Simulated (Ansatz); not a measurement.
**AlH4NSSi: shape, modes and thermochemistry**

What shape does AlH4NSSi take? The plan is to relax it, then compute its harmonic vibrations to see whether it is a minimum and to get the zero-point energy and entropy.

Method: RKS PBE0-D4/def2-TZVP; program: Ansatz 0.2.0, Gaussian basis.

Plan: relaxation at PBE-D4/def2-SVP; relaxation at PBE0-D4/def2-TZVP; harmonic vibrations at the same level.

1 further run of the same task is left out (set aside as unsound or not needed).

### 1 Where the work starts

8 atoms, charge 0, spin multiplicity 1.

Atoms are counted from 1 here; the program's logs count them from 0.

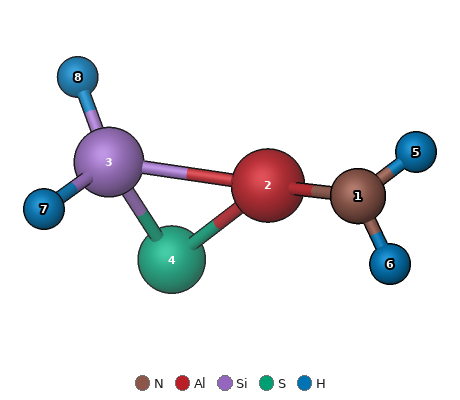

The starting geometry (nitrogen brown, aluminium red, silicon purple, sulfur teal, hydrogen blue); atoms are numbered from 1 in the order of the file.

The start is a force-field geometry with small random shifts, so a cheaper pass at PBE-D4/def2-SVP comes first.

### 2 Relaxation at PBE-D4/def2-SVP (cheap first pass)

Contents of in.yaml:

```yaml
crystal:
  periodic: [false, false, false]
  atoms:
    - {symbol: N, position_ang: [-0.728000, 2.027900, -0.073700]}
    - {symbol: Al, position_ang: [-0.541700, 0.174700, -0.118900]}
    - {symbol: Si, position_ang: [0.937300, -1.516800, 0.471000]}
    - {symbol: S, position_ang: [-0.020400, -1.711500, -1.348400]}
    - {symbol: H, position_ang: [-1.717400, 2.243800, 0.308900]}
    - {symbol: H, position_ang: [-0.814700, 2.404300, -1.081600]}
    - {symbol: H, position_ang: [2.424500, -1.233000, 0.278700]}
    - {symbol: H, position_ang: [0.552600, -2.446500, 1.508200]}
basis:
  gaussian: {orbitals: def2-SVP}
hamiltonian: {xc: pbe, dispersion: d4}
relax: {f_tol: 0.03, max_steps: 200}
```

Run with:

```
> ansatz run in.yaml --threads 2 --pin off --events-out ev --progress --plain --max-ram 4352MiB
```

The log of the run (excerpt; [...] marks lines left out):

```text
Functional definition: PBE
  name "PBE"
  cite "Perdew, Burke & Ernzerhof, Phys. Rev. Lett. 77, 3865 (1996) doi:10.1103/PhysRevLett.77.3865"
  parent pbe
[...]
998 factors; their error is unknown
[...]
mean field -26842.52584568 eV, -986.4446303111 hartree, gradient 6.8e-5 eV, S^2 0.000000; 0 other end points of the search recorded, 0 dependent functions left out
[...]
reference -26842.52588425 eV, -986.4446317286 hartree; 27, 27 occupied and 61, 61 virtual orbitals, 998 factors
relax step   1: F+E_penalty+E_count = -26842.71564168 eV  Δ(F+E_penalty+E_count) = +0.000e0 eV  max|allowed force component| = 2.255e0 eV/Å  Δτ_max = 0.0000 Å  (28 SCF iters, accepted)
[...]
relax step   3: F+E_penalty+E_count = -26843.46598978 eV  Δ(F+E_penalty+E_count) = -1.577e-1 eV  max|allowed force component| = 1.347e0 eV/Å  Δτ_max = 0.1938 Å  (34 SCF iters, accepted)
[...]
relax step   5: F+E_penalty+E_count = -26843.67314440 eV  Δ(F+E_penalty+E_count) = -4.144e-2 eV  max|allowed force component| = 4.140e-1 eV/Å  Δτ_max = 0.2000 Å  (34 SCF iters, accepted)
[...]
relax step   7: F+E_penalty+E_count = -26843.69877806 eV  Δ(F+E_penalty+E_count) = -7.358e-3 eV  max|allowed force component| = 7.788e-2 eV/Å  Δτ_max = 0.1358 Å  (27 SCF iters, accepted)
[...]
relax step   8: F+E_penalty+E_count = -26843.69941633 eV  Δ(F+E_penalty+E_count) = -6.383e-4 eV  max|allowed force component| = 4.916e-2 eV/Å  Δτ_max = 0.0457 Å  (28 SCF iters, accepted)
[...]
relax step   9: F+E_penalty+E_count = -26843.69986082 eV  Δ(F+E_penalty+E_count) = -4.445e-4 eV  max|allowed force component| = 2.348e-2 eV/Å  Δτ_max = 0.0163 Å  (29 SCF iters, accepted)
998 factors; their error is unknown
[...]
mean field -26843.50889536 eV, -986.4807567206 hartree, gradient 1.5e-5 eV, S^2 0.000000; 1 other end points of the search recorded, 0 dependent functions left out
[...]
reference -26843.50893352 eV, -986.4807581230 hartree; 27, 27 occupied and 61, 61 virtual orbitals, 998 factors
Total energy: -26843.69989898 eV, -986.4877759741 hartree
Atom 0 at    -1.076732     1.888576    -0.304251 Å, force     0.000169    -0.000432     0.000124 eV/Å
Atom 1 at    -0.236777     0.331725    -0.187965 Å, force     0.006866    -0.001077     0.006620 eV/Å
Atom 2 at     0.997479    -1.475489     0.597555 Å, force     0.014584    -0.017634     0.010773 eV/Å
Atom 3 at     0.154294    -1.395477    -1.484903 Å, force    -0.001853    -0.001727    -0.002882 eV/Å
Atom 4 at    -1.136614     2.574738     0.450703 Å, force    -0.002749     0.003341     0.000081 eV/Å
Atom 5 at    -1.567180     2.226805    -1.135510 Å, force    -0.000573    -0.001659    -0.001677 eV/Å
Atom 6 at     2.500923    -1.576377     0.610035 Å, force     0.007031     0.017403    -0.011831 eV/Å
Atom 7 at     0.456807    -2.631601     1.398536 Å, force    -0.023476     0.001785    -0.001209 eV/Å
Dipole moment:    -0.238843     0.634634     0.227788 e Å
```

It took 15 s on 2 threads of Arm Neoverse V2, shared host.

Step by step:

| step | energy from step 1 (eV) | largest force component (eV/Å) |
| --- | --- | --- |
| 1 | 0.0000 | 2.2550 |
| 2 | -0.5926 | 1.5574 |
| 3 | -0.7503 | 1.3472 |
| 4 | -0.9161 | 0.8147 |
| 5 | -0.9575 | 0.4140 |
| 6 | -0.9758 | 0.1417 |
| 7 | -0.9831 | 0.0779 |
| 8 | -0.9838 | 0.0492 |
| 9 | -0.9842 | 0.0235 |

Close pairs (by a distance rule), those that changed most:

| bond | before (Å) | after (Å) | change (Å) |
| --- | --- | --- | --- |
| Si3–S4 | 2.065 | 2.248 | +0.183 |
| Al2–S4 | 2.311 | 2.195 | -0.116 |
| N1–Al2 | 1.863 | 1.773 | -0.090 |
| Si3–H8 | 1.445 | 1.507 | +0.062 |
| N1–H5 | 1.083 | 1.022 | -0.061 |
| N1–H6 | 1.079 | 1.023 | -0.057 |
| Si3–H7 | 1.526 | 1.507 | -0.019 |
| Al2–Si3 | 2.323 | 2.325 | +0.002 |

### 3 Relaxation at PBE0-D4/def2-TZVP

Contents of in.yaml:

```yaml
crystal:
  periodic: [false, false, false]
  atoms:
    - {symbol: N, position_ang: [-1.076732, 1.888576, -0.304251]}
    - {symbol: Al, position_ang: [-0.236777, 0.331725, -0.187965]}
    - {symbol: Si, position_ang: [0.997479, -1.475489, 0.597555]}
    - {symbol: S, position_ang: [0.154294, -1.395477, -1.484903]}
    - {symbol: H, position_ang: [-1.136614, 2.574738, 0.450703]}
    - {symbol: H, position_ang: [-1.567180, 2.226805, -1.135510]}
    - {symbol: H, position_ang: [2.500923, -1.576377, 0.610035]}
    - {symbol: H, position_ang: [0.456807, -2.631601, 1.398536]}
basis:
  gaussian: {orbitals: def2-TZVP}
hamiltonian: {xc: pbe0, dispersion: d4}
relax: {f_tol: 0.005, max_steps: 150}
```

The command is unchanged.

The log of the run (excerpt; [...] marks lines left out):

```text
Functional definition: PBE0
  name "PBE0"
  cite "Adamo & Barone, J. Chem. Phys. 110, 6158 (1999) doi:10.1063/1.478522"
  cite "Perdew, Burke & Ernzerhof, Phys. Rev. Lett. 77, 3865 (1996) doi:10.1103/PhysRevLett.77.3865"
  parent pbe
[...]
1149 factors; their error is unknown
[...]
mean field -26856.61983441 eV, -986.9625748437 hartree, gradient 1.4e-5 eV, S^2 0.000000; 0 other end points of the search recorded, 0 dependent functions left out
[...]
reference -26856.61986725 eV, -986.9625760508 hartree; 27, 27 occupied and 139, 139 virtual orbitals, 1149 factors
relax step   1: F+E_penalty+E_count = -26856.78328692 eV  Δ(F+E_penalty+E_count) = +0.000e0 eV  max|allowed force component| = 5.885e-1 eV/Å  Δτ_max = 0.0000 Å  (28 SCF iters, accepted)
[...]
reference -26856.65460593 eV, -986.9638526735 hartree; 27, 27 occupied and 139, 139 virtual orbitals, 1149 factors
Total energy: -26856.81948900 eV, -986.9699120148 hartree
Atom 0 at    -1.066225     1.872863    -0.302459 Å, force    -0.004929     0.003237    -0.001309 eV/Å
Atom 1 at    -0.232154     0.335015    -0.182521 Å, force     0.002299     0.000165     0.003512 eV/Å
Atom 2 at     0.990466    -1.466682     0.589312 Å, force    -0.000185    -0.002293    -0.004644 eV/Å
Atom 3 at     0.158978    -1.380928    -1.454563 Å, force     0.000058    -0.000201     0.000164 eV/Å
Atom 4 at    -1.128143     2.548120     0.441333 Å, force     0.001083    -0.000969    -0.000375 eV/Å
Atom 5 at    -1.551792     2.199683    -1.122084 Å, force     0.001345    -0.000688     0.000089 eV/Å
Atom 6 at     2.474796    -1.561223     0.596757 Å, force    -0.000675    -0.000401     0.001672 eV/Å
Atom 7 at     0.446274    -2.603948     1.378426 Å, force     0.001003     0.001149     0.000890 eV/Å
Dipole moment:    -0.212558     0.585512     0.232230 e Å
```

Wall time 22 s (2 threads of Arm Neoverse V2, shared host); peak memory 0.38 GiB.

Along the way:

| step | energy from step 1 (eV) | largest force component (eV/Å) |
| --- | --- | --- |
| 1 | 0.0000 | 0.5885 |
| 2 | -0.0327 | 0.1797 |
| 3 | -0.0360 | 0.0320 |
| 4 | -0.0362 | 0.0073 |
| 5 | -0.0362 | 0.0049 |

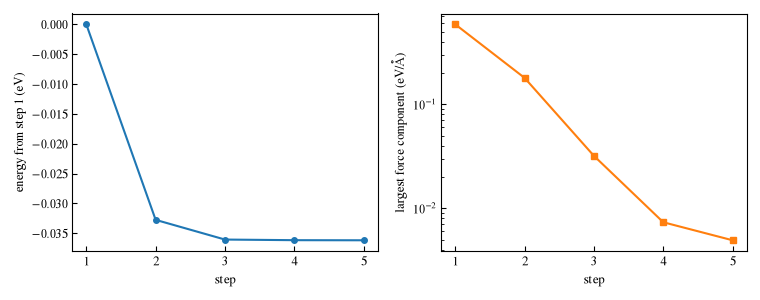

Energy and largest force along the relaxation.

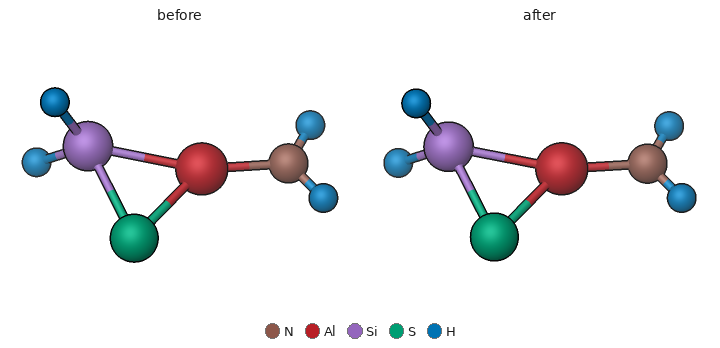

Before and after, at one scale.

Close pairs (by a distance rule), those that changed most:

| bond | before (Å) | after (Å) | change (Å) |
| --- | --- | --- | --- |
| Si3–S4 | 2.248 | 2.208 | -0.040 |
| Al2–S4 | 2.195 | 2.172 | -0.024 |
| Si3–H7 | 1.507 | 1.487 | -0.020 |
| Si3–H8 | 1.507 | 1.487 | -0.019 |
| N1–Al2 | 1.773 | 1.754 | -0.019 |
| N1–H6 | 1.023 | 1.007 | -0.016 |
| N1–H5 | 1.022 | 1.006 | -0.015 |
| Al2–Si3 | 2.325 | 2.310 | -0.015 |

Mulliken charges at the end point, from the run's report:

| atom | value (e) |
| --- | --- |
| N1 | -0.65 |
| Al2 | 0.42 |
| Si3 | 0.06 |
| S4 | -0.31 |
| H5 | 0.25 |
| H6 | 0.25 |
| H7 | -0.01 |
| H8 | -0.01 |

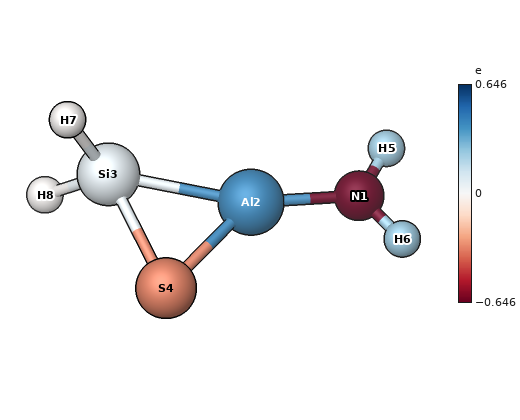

Mulliken charges at the end point, from the run's report, as colours on the atoms.

### 4 Harmonic vibrations

Contents of in.yaml:

```yaml
crystal:
  periodic: [false, false, false]
  atoms:
    - {symbol: N, position_ang: [-1.066225, 1.872863, -0.302459]}
    - {symbol: Al, position_ang: [-0.232154, 0.335015, -0.182521]}
    - {symbol: Si, position_ang: [0.990466, -1.466682, 0.589312]}
    - {symbol: S, position_ang: [0.158978, -1.380928, -1.454563]}
    - {symbol: H, position_ang: [-1.128143, 2.548120, 0.441333]}
    - {symbol: H, position_ang: [-1.551792, 2.199683, -1.122084]}
    - {symbol: H, position_ang: [2.474796, -1.561223, 0.596757]}
    - {symbol: H, position_ang: [0.446274, -2.603948, 1.378426]}
basis:
  gaussian: {orbitals: def2-TZVP}
hamiltonian: {xc: pbe0, dispersion: d4}
phonons: {temperatures: {t_min: 298.15, t_max: 900, t_step: 200}}
```

Same command.

The log of the run (excerpt; [...] marks lines left out):

```text
Functional definition: PBE0
  name "PBE0"
  cite "Adamo & Barone, J. Chem. Phys. 110, 6158 (1999) doi:10.1063/1.478522"
  cite "Perdew, Burke & Ernzerhof, Phys. Rev. Lett. 77, 3865 (1996) doi:10.1103/PhysRevLett.77.3865"
  parent pbe
[...]
1149 factors; their error is unknown
[...]
mean field -26856.65457329 eV, -986.9638514742 hartree, gradient 1.4e-5 eV, S^2 0.000000; 0 other end points of the search recorded, 0 dependent functions left out
[...]
reference -26856.65460597 eV, -986.9638526750 hartree; 27, 27 occupied and 139, 139 virtual orbitals, 1149 factors
[...]
1149 factors; their error is unknown
mean field -26856.65448101 eV, -986.9638480828 hartree, gradient 6.8e-7 eV, S^2 0.000000; 0 other end points of the search recorded, 0 dependent functions left out
[...]
reference -26856.65451368 eV, -986.9638492837 hartree; 27, 27 occupied and 139, 139 virtual orbitals, 1149 factors
[...]
Atom 0 at    -1.066225     1.872863    -0.302459 Å, force    -0.004928     0.003222    -0.001328 eV/Å
Atom 1 at    -0.232154     0.335015    -0.182521 Å, force     0.002291     0.000184     0.003514 eV/Å
Atom 2 at     0.990466    -1.466682     0.589312 Å, force    -0.000166    -0.002294    -0.004648 eV/Å
Atom 3 at     0.158978    -1.380928    -1.454563 Å, force     0.000058    -0.000205     0.000163 eV/Å
Atom 4 at    -1.128143     2.548120     0.441333 Å, force     0.001083    -0.000960    -0.000364 eV/Å
Atom 5 at    -1.551792     2.199683    -1.122084 Å, force     0.001349    -0.000692     0.000096 eV/Å
Atom 6 at     2.474796    -1.561223     0.596757 Å, force    -0.000687    -0.000399     0.001673 eV/Å
Atom 7 at     0.446274    -2.603948     1.378426 Å, force     0.001000     0.001144     0.000894 eV/Å
Dipole moment:    -0.212559     0.585511     0.232230 e Å
Vibrations: 142.74 152.67 301.36 356.66 361.42 403.81 440.35 515.09 590.78 639.44 717.34 886.65 952.95 1559.62 2204.98 2215.02 3611.33 3703.89 cm⁻¹, zero-point energy 1.224722 eV
```

Run time: 2.2 min. Hardware: 2 threads of Arm Neoverse V2, shared host; peak memory 0.39 GiB.

Motions are named by where the mode's potential energy lies. The modes, unscaled (a negative number is an imaginary wavenumber):

| mode | cm⁻¹ | motion |
| --- | --- | --- |
| 1 | 143 | bend |
| 2 | 153 | torsion |
| 3 | 301 | torsion |
| 4 | 357 | bend with Si–S stretch |
| 5 | 361 | torsion with out-of-plane bend |
| 6 | 404 | Al–Si stretch with bend |
| 7 | 440 | bend |
| 8 | 515 | Si–S and Al–S stretch |
| 9 | 591 | bend |
| 10 | 639 | bend |
| 11 | 717 | bend |
| 12 | 887 | Al–N stretch |
| 13 | 953 | bend |
| 14 | 1560 | bend |
| 15 | 2205 | Si–H stretch |
| 16 | 2215 | Si–H stretch |
| 17 | 3611 | N–H stretch |
| 18 | 3704 | N–H stretch |

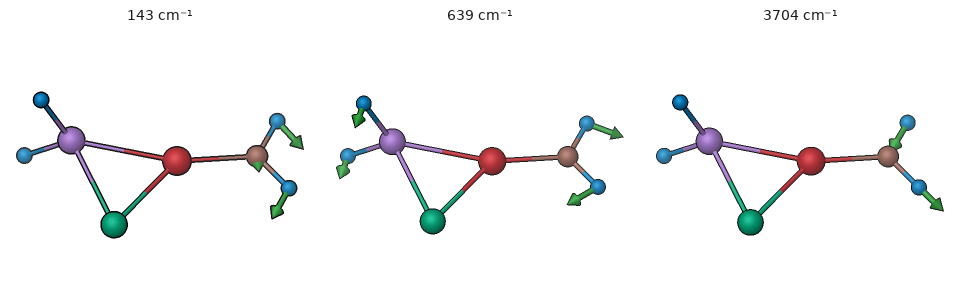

Displacements of 3 modes, as arrows.

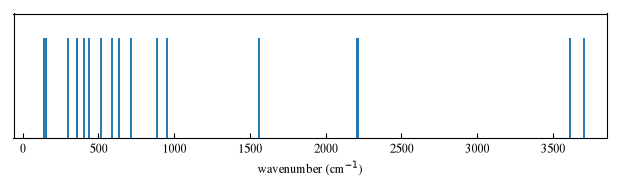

The harmonic wavenumbers as sticks (no intensities were computed).

From these modes and the moments of inertia (298.15 K, 1 bar, symmetry number 1):

| term | value |
| --- | --- |
| zero-point energy | 28.2 kcal/mol |
| H(298) − E | 32.9 kcal/mol |
| entropy, translation | 166.9 J/(mol K) |
| entropy, rotation | 112.7 J/(mol K) |
| entropy, vibration | 53.9 J/(mol K) |
| entropy, total | 333.5 J/(mol K) |

### 5 Outcome

```
                  quantity            value
               point group               Cs
                     steps            9 + 5
shift from the start (rms)          0.473 Å
              total energy   -26856.8195 eV
           dispersion term         -165 meV
             dipole moment           3.19 D
lowest, highest wavenumber   143, 3704 cm⁻¹
         zero-point energy    28.2 kcal/mol
       entropy at 298.15 K  333.5 J/(mol K)
```

**Reading.** The relaxed geometry lies 0.47 Å (rms) from the start; the bond that changed most is Si3–S4, from 2.065 to 2.208 Å. No mode is imaginary: a true minimum at this level. The stiffest mode, 3704 cm⁻¹, is an N–H stretch, and 2 modes under 200 cm⁻¹ make the vibrational entropy uncertain. Harmonic hybrid wavenumbers usually lie a few per cent above measured fundamentals. The largest Mulliken charge, -0.65 e, sits on N1.
